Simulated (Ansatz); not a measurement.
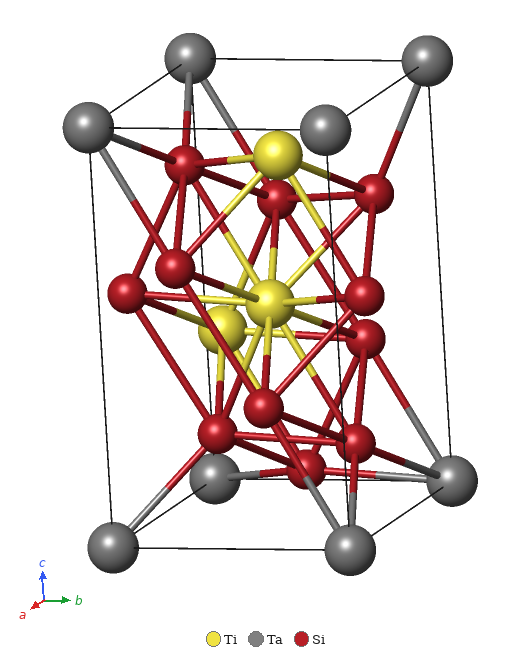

Crystal structure, ball-and-stick style, seen slightly off an axis. The wireframe shows the unit cell.

TaTi$_{3}$Si$_{8}$, a = 4.795 Å, b = 4.920 Å, c = 7.673 Å, α = 79.63°, β = 81.26°, γ = 75.76°. The structure was taken from a structure type filled with these elements by a generator (whether the compound takes this form wasn't checked). Earlier steps of the study, as a rule a relaxation of our own, may have changed the cell and positions, so they can lie some per cent off the listed ones. It went into a calculation with Ansatz.

This one geometry was computed with Ansatz (DFT, plane waves, PAW) at three levels of theory: r2SCAN, PBE and LDA.

> Which level gives the highest pressure at this volume, and what does that say about its equilibrium volume?

Highest: PBE (0.0 GPa), which points to the largest equilibrium volume. Lowest, with the smallest volume: LDA (-7.3 GPa). Levels within 0.5 GPa of each other can't be told apart.

> How does the band gap change with the level of theory?

All levels give a metal.

> Collect the results in a table.

| level | cutoff (eV) | k-mesh of the run's cell | gap (eV) | pressure (GPa) |
| --- | --- | --- | --- | --- |
| r2SCAN | 500 | 8×8×6 | metal | -2.5 |
| PBE | 420 | 8×8×6 | metal | 0.0 |
| LDA | 420 | 8×8×6 | metal | -7.3 |

Gaps are taken on the k-mesh or band path of each run.
